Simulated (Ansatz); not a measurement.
# wB97X/aug-cc-pVDZ run of [BF4]− (tetrafluoroborate)

What is the vertical ionisation energy of [BF4]− (tetrafluoroborate) at wB97X/aug-cc-pVDZ? 

The results are computed with Ansatz 0.2.0.

## 1. The molecule

The species is [BF4]− (5 atoms), meant as a singlet with charge -1. As SMILES, `F[B-](F)(F)F`. Geometry: relaxed at PBE0-D4/def2-TZVPD.

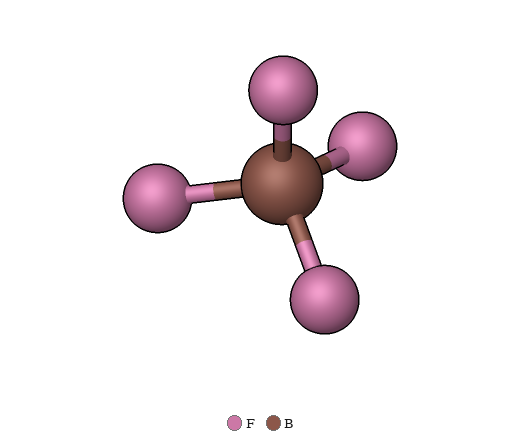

Viewed from a chosen angle; fluorine pink, boron brown.

## 2. A single-point energy at wB97X/aug-cc-pVDZ

in.yaml

```yaml
crystal:
  periodic: [false, false, false]
  atoms:
    - {symbol: F, position_ang: [-0.057100, -0.040200, 1.404000]}
    - {symbol: B, position_ang: [0.000000, 0.000000, 0.000100]}
    - {symbol: F, position_ang: [0.948900, -0.931000, -0.457200]}
    - {symbol: F, position_ang: [-1.262500, -0.319100, -0.529700]}
    - {symbol: F, position_ang: [0.370700, 1.290300, -0.417200]}
basis:
  gaussian:
    orbitals: aug-cc-pVDZ
total_charge: -1
hamiltonian:
  xc: {name: wB97X}
accuracy: high
output:
  orbitals: {seedname: orbitals}
```

Started as:

```bash
$ ansatz run in.yaml --threads 1 --pin off --max-ram 3480MiB --events-out events.jsonl --progress --plain --runs-dir runs
```

Output:

```text
Warning: RAYON_NUM_THREADS=1 ignored (pool sized by the plan → 1); use --threads N
Functional definition: wB97X
  name "wB97X"
  parameter omega = 0.3/bohr
  parameter cx = 0.157706
  parameter cx1 = 0.726479
  parameter cx2 = 1.04760
  parameter cx3 = -5.70635
  parameter cx4 = 13.2794
  parameter css1 = -4.33879
  parameter css2 = 18.2308
  parameter css3 = -31.7430
  parameter css4 = 17.2901
  parameter cos1 = 2.37031
  parameter cos2 = -11.3995
  parameter cos3 = 6.58405
  parameter cos4 = -3.78132
  exchange = spin_sum(e_x_unif_sr(omega)*poly(b97_u_x, 1 - cx, cx1, cx2, cx3, cx4)) + cx*exact_x_sr(omega)
      + exact_x_lr(omega)
  correlation = spin_sum(e_c_pw_same_spin*poly(b97_u_same, 1, css1, css2, css3, css4))
      + integral(e_c_pw_opposite_spin*poly(b97_u_opposite, 1, cos1, cos2, cos3, cos4))
2347 factors; integrals over basis functions are off by at most 2.7e-9 eV
425 factors; integrals over basis functions are off by at most 2.1e-9 eV
mean field evaluation 1: about -11549.6553 eV, gradient 2.6e1 eV
mean field evaluation 2: about -11550.3706 eV, gradient 2.2e1 eV
mean field evaluation 4: about -11550.9979 eV, gradient 8.2e-1 eV
mean field evaluation 8: about -11551.0698 eV, gradient 6.1e-3 eV
mean field evaluation 16: about -11551.0698 eV, gradient 1.1e-6 eV
mean field -11551.06983729 eV, -424.4939869242 hartree, gradient 3.0e-8 eV, S^2 0.000000; 0 other end points of the search recorded, 0 dependent functions left out
reference -11551.06983356 eV, -424.4939867871 hartree; 21, 21 occupied and 94, 94 virtual orbitals, 2347 factors
Total energy: -11551.06983356 eV, -424.4939867871 hartree
```

It took 11 s on 1 thread of AMD EPYC 9R45 (Zen 5), shared host; peak memory 0.64 GiB.

## 3. Doublet neutral BF4 at the same level

molecule.yaml

```yaml
basis:
  gaussian:
    orbitals: aug-cc-pVDZ
crystal:
  periodic: [false, false, false]
  atoms:
    - {symbol: F, position_ang: [-0.057100, -0.040200, 1.404000]}
    - {symbol: B, position_ang: [0.000000, 0.000000, 0.000100]}
    - {symbol: F, position_ang: [0.948900, -0.931000, -0.457200]}
    - {symbol: F, position_ang: [-1.262500, -0.319100, -0.529700]}
    - {symbol: F, position_ang: [0.370700, 1.290300, -0.417200]}
total_charge: 0
magnetization:
  spin_polarized: true
  initial_magnetization: 1
hamiltonian:
  xc: {name: wB97X}
accuracy: high
output: {orbitals: {seedname: orbitals}}
```

Started as:

```bash
$ ansatz run molecule.yaml --threads 1 --pin off --max-ram 3480MiB --events-out events.jsonl --progress --plain --runs-dir runs
```

Output (excerpt; [...] marks lines left out):

```text
Warning: RAYON_NUM_THREADS=1 ignored (pool sized by the plan → 1); use --threads N
[... 2 set-up lines as earlier in the session ...]
[...]
      + exact_x_lr(omega)
[...]
      + integral(e_c_pw_opposite_spin*poly(b97_u_opposite, 1, cos1, cos2, cos3, cos4))
2347 factors; integrals over basis functions are off by at most 2.8e-9 eV
425 factors; integrals over basis functions are off by at most 2.1e-9 eV
[...]
mean field -11543.33218013 eV, -424.2096332680 hartree, gradient 2.3e-8 eV, S^2 0.755687; 6 other end points of the search recorded, 0 dependent functions left out
reference -11543.33217625 eV, -424.2096331257 hartree; 21, 20 occupied and 94, 95 virtual orbitals, 2347 factors
Total energy: -11543.33217625 eV, -424.2096331257 hartree
```

Run time: 53 s. Hardware: 1 thread of AMD EPYC 9R45 (Zen 5), shared host; peak memory 0.96 GiB.

## 4. Summary of results

At wB97X/aug-cc-pVDZ:

```
                                                             quantity          value
                                         singlet [BF4]−: total energy  -424.49399 Eh
                                          singlet [BF4]−: HOMO energy       -7.34 eV
                                          singlet [BF4]−: LUMO energy        5.29 eV
singlet [BF4]−: HOMO–LUMO gap (to an unbound level, set by the basis)       12.63 eV
                                    doublet neutral BF4: total energy  -424.20963 Eh
              doublet neutral BF4: HOMO energy (highest over α and β)      -14.61 eV
               doublet neutral BF4: LUMO energy (lowest over α and β)       -8.19 eV
                                            doublet neutral BF4: ⟨S²⟩          0.756
                  vertical detachment energy (to the doublet neutral)       7.738 eV
```

The vertical ionisation energy comes to 7.74 eV (747 kJ/mol). −ε(HOMO) before ionisation, 7.34 eV, is 0.40 eV below this ionisation energy.
